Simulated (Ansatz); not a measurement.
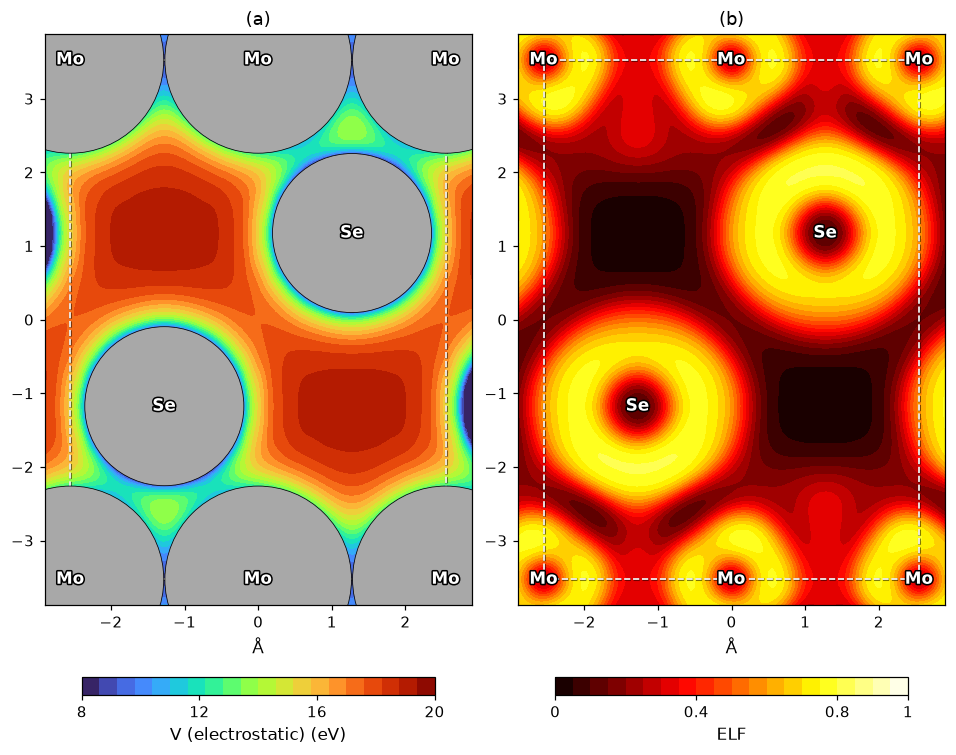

The picture shows: MoSe. (a) electrostatic potential energy of an electron; (b) ELF on the (110) plane of the conventional cell. Grey discs cover the atomic cores in the potential map.

Space group P6₃/mmc; started from the NiAs prototype, which need not be the ambient phase; the program warned that a starting moment wasn't kept; spin-polarised, but the moments vanished.

Method: Ansatz 0.2.0, DFT PBE, scalar-relativistic, plane waves, PAW.

In a PAW calculation such maps are meaningful between the atoms, not at the nuclei.

```
CELL_PARAMETERS angstrom
4.07308 0.00000 0.00000
-2.03654 3.52739 0.00000
0.00000 0.00000 5.09853
ATOMIC_POSITIONS crystal
Mo 0.00000 0.00000 0.00000
Mo 0.00000 0.00000 0.50000
Se 0.33333 0.66667 0.25000
Se 0.66667 0.33333 0.75000
```

What do the fields say about this system?

- Atoms in the plane: Mo and Se.
- Mo–Mo (2.55 Å): the ELF is about 0.35 at the midpoint.
- Mo–Se (2.67 Å): the ELF is about 0.35 at the midpoint.
- The features right at Mo lie inside the PAW spheres, where the map follows smoothed inner orbitals and isn't to be read closely.
- Outside the cores the potential energy rises away from the atoms and is highest about 2.4 Å from the nearest atoms; its zero is arbitrary.
